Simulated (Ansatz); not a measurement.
```xyz
9

C     1.3770    0.8206   -0.2173
C     0.2522    0.4934   -0.8545
F    -0.2820   -0.7375   -0.6775
Sn   -0.8919    1.7454   -2.2096
H     1.8745    0.1070    0.4476
H     1.8206    1.8087   -0.3495
H    -2.4773    1.9403   -1.5805
H    -0.0910    3.2596   -2.3266
H    -0.9710    0.9765   -3.7425
```

Core potentials replace the inner electrons of Sn.

Theory: RKS B3LYP/def2-SVP (Ansatz 0.2.0).

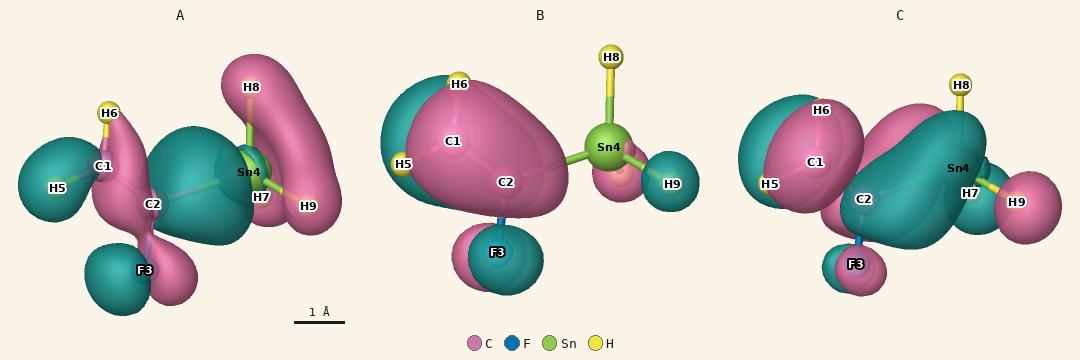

C$_{2}$H$_{5}$FSn (SMILES C=[C](F)[SnH3]). Three frontier orbitals at ±0.08 Å⁻³ᐟ² (teal and pink are the two phases), in no order.

Question: Which picture is the HOMO−1, the HOMO and the LUMO?

Answer: A is the HOMO−1 (−8.36 eV). It lies mainly on C2 (about 30 %), Sn4 (about 25 %), F3 (about 20 %) and C1 (about 10 %). B is the HOMO (−7.28 eV). It lies mainly on C1 (about 40 %), C2 (about 30 %) and F3 (about 15 %); π-bonding across C1–C2. C is the LUMO (−0.23 eV). Its weight (Hirshfeld) is mainly on C1 (about 30 %), C2 (about 30 %) and Sn4 (about 20 %); π-antibonding (π*) across C1–C2.

Question: What is the HOMO–LUMO gap?

Answer: 7.05 eV between the orbital energies.
